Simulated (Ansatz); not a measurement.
Cl3HSi···HBr

Input

```
crystal:
  periodic: [false, false, false]
  atoms:
    - {symbol: Si, position_ang: [-0.345849, -0.943057, -0.209692]}
    - {symbol: H, position_ang: [1.121553, -0.924322, -0.230748]}
    - {symbol: Cl, position_ang: [-1.025620, -2.662206, -1.044277]}
    - {symbol: Cl, position_ang: [-1.019323, -0.792816, 1.694966]}
    - {symbol: Cl, position_ang: [-1.050814, 0.635618, -1.294862]}
    - {symbol: H, position_ang: [0.612656, 2.343275, 0.087716]}
    - {symbol: Br, position_ang: [1.707297, 2.343508, 0.996998]}
basis:
  gaussian: {orbitals: def2-TZVPP}
hamiltonian: {xc: pbe0, dispersion: d4}
output: {orbitals: {seedname: orbitals}}
```

Launched as:

```sh
ansatz run in.yaml --threads 8 --pin off --events-out ev --progress --plain --max-ram 19148MiB
```

The reactant side of a reaction path; geometry: PBE0-D4/def2-TZVP.

These are results of RKS PBE0-D4/def2-TZVPP in Ansatz 0.2.0, not measurements.

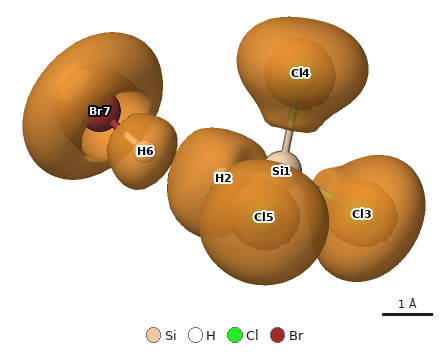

Figure 1. Isosurface of the ELF at 0.75 (orange), seen at a tilt. Only the valence region is drawn (cores and ρ < 0.01 e/Å³ removed).

### Identify the bonds, lone pairs and shells in this picture.

The surface consists of two regions around hydrogen nuclei, three regions on Cl in which the atom's valence shell and bonds are merged and one ring or bowl of non-bonding electrons around Br.


Cl5···H6 (2.76 Å): the ELF dips to about 0.05 between them: a weak contact between the two molecules. Si–Cl (2.03 Å): the ELF peaks at about 0.90 between the atoms, as expected for a shared but strongly polarised pair.

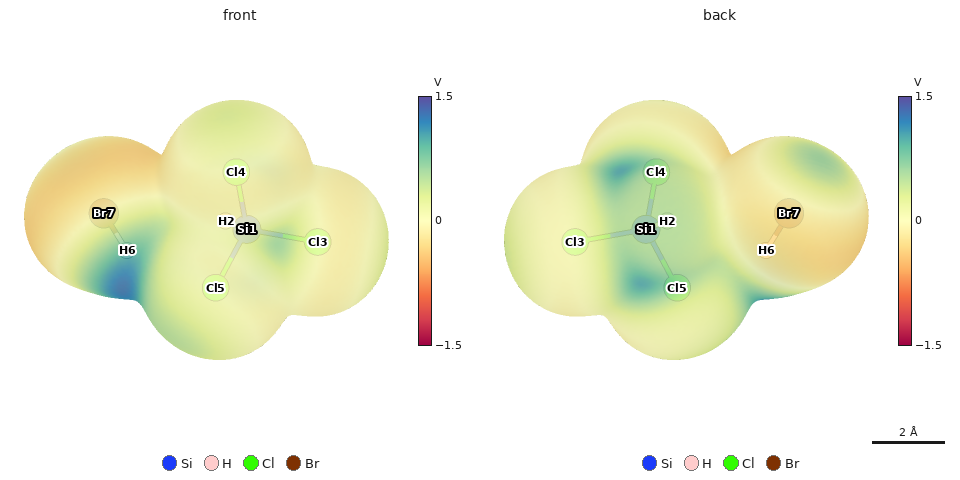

Figure 2. The molecular electrostatic potential painted on the density surface at 0.001 e/bohr³, seen from the front and from behind; the colour scale runs from red (negative) to blue (positive).

### Which sites attract a positive test charge, and which a negative one?

A positive charge is drawn to the negative regions and a negative charge to the positive ones. The most negative region (about −0.4 V) lies over Cl4 and Br7, the most positive (about +1.2 V) over H6. Cl4 shows a σ-hole: about +0.3 V at the tip opposite its bond, against about −0.1 V on its flanks. Br7 shows a σ-hole: about +0.7 V at the tip opposite its bond, against about −0.3 V on its flanks.

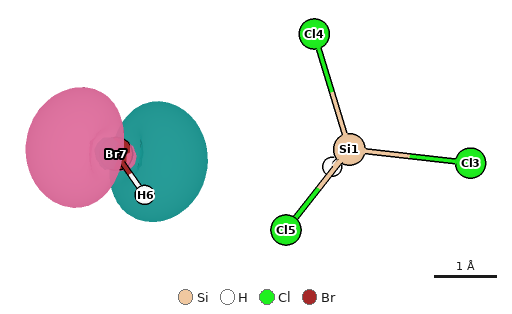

Figure 3. The HOMO−1 at ±0.2 Å⁻³ᐟ² (teal and pink are the two phases), seen at a tilt.

### Describe this orbital and give its energy.

It lies mainly on Br7 (about 95 %); largely a lone pair of Br7. Its energy is −8.79 eV.
